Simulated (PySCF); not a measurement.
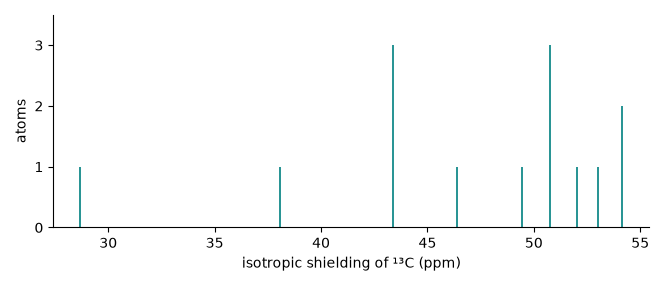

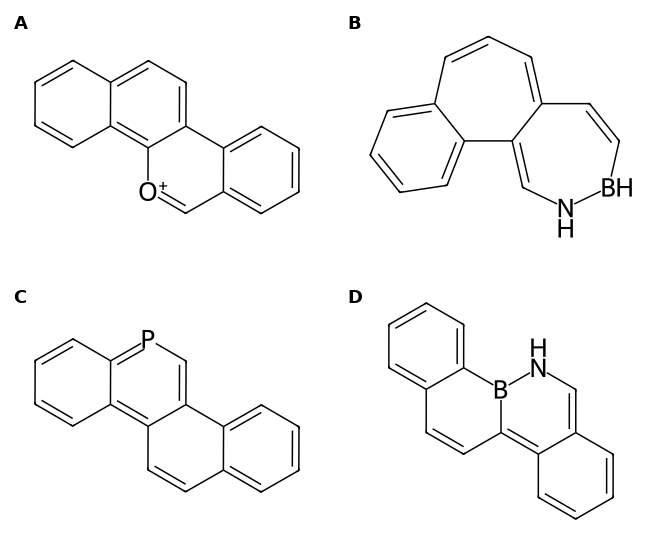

The sticks are computed shieldings of one of the molecules, for one fixed geometry (GFN2-xTB) without averaging over rotations. Low shielding means a high chemical shift. Method: GIAO PBE0/pcSseg-1 NMR shielding, non-relativistic, gas phase (PySCF 2.14.0).

Which molecule gives this pattern?

Answer. B, `B1C=CC2=CC=Cc3ccccc3C2=CN1`. Its 14 C atoms give lines at 28.7, 38.1, 43.4 (3 atoms), 46.4, 49.5, 50.8 (3 atoms), 52.0, 53.0, 54.2 (2 atoms) ppm.

The geometry is semi-empirical. Around B, P such bond lengths and angles can be off by a tenth of an ångström or more and by several degrees, and values that hang on the shape move with them.
